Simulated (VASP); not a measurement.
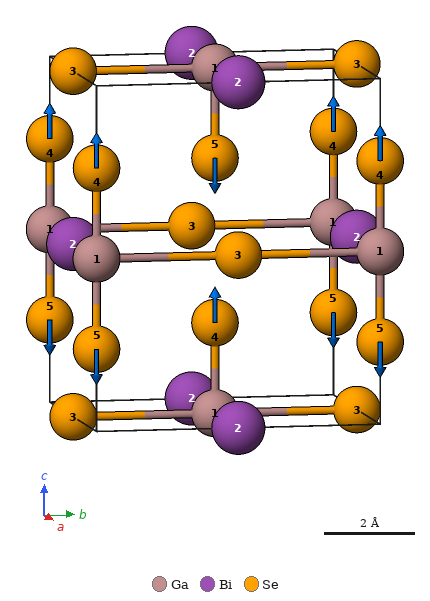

This is a relaxation of a crystal of GaBiSe$_{3}$ (a generated structure, set up in Immm). The starting structure is drawn; blue arrows show the displacements (the part carried along by the change of the cell is left out), 2 times their true length.

Style: ball-and-stick. Shown: the conventional cell (2 times the calculation's cell), slightly off an axis. Lengths and directions refer to the drawn axes.

The run lets cell and atoms move.

These are results of Kohn-Sham DFT of a periodic cell, PBE, VASP PAW PBE potentials, recommended in VASP, not measurements.

Input
```
PREC = Normal
ENCUT = 520
EDIFF = 1E-4
ISMEAR = 0
SIGMA = 0.15
LREAL = False
LASPH = True
NELM = 60
ALGO = Fast
ISIF = 3
LWAVE = False
LCHARG = False
GGA = PE
IBRION = 2
NSW = 24
EDIFFG = -0.08
```

Launched with:
```bash
cat potpaw_PBE.64/Ga_d/POTCAR potpaw_PBE.64/Bi_d/POTCAR potpaw_PBE.64/Se/POTCAR > POTCAR
mpirun -np 1 vasp_std > vasp.out
```

> Which element moves most?

Selenium: up to 0.41 Å, against 0.00 Å for bismuth.

> Describe the change and its energy.

After 15 geometry steps the energy has fallen by 643 meV per atom. The largest force component goes from 6 to 0.03 eV/Å. Pressure: 9.73 GPa at the start and −0.12 GPa at the end. The largest moves relative to the cell, 0.41 Å, are those of Se4 and Se5. Se4 goes along +c. Bi and Ga stay in place. Cell: a 5.286 → 5.809 Å (+9.9 %), b 6.475 → 5.188 Å (−19.9 %), c 7.796 → 8.248 Å (+5.8 %). Volume −6.8 %. Among the contacts that change: Bi2–Se4 3.732 → 3.024 Å, Ga1–Se3 3.237 → 2.594 Å, Se4–Se5 3.714 → 3.109 Å, Ga1–Se4 2.041 → 2.570 Å. New bonds form, among them: Bi2–Se4 (3.73 → 3.02 Å), Bi2–Se5 (3.73 → 3.02 Å). The space group stays Immm (No. 71).
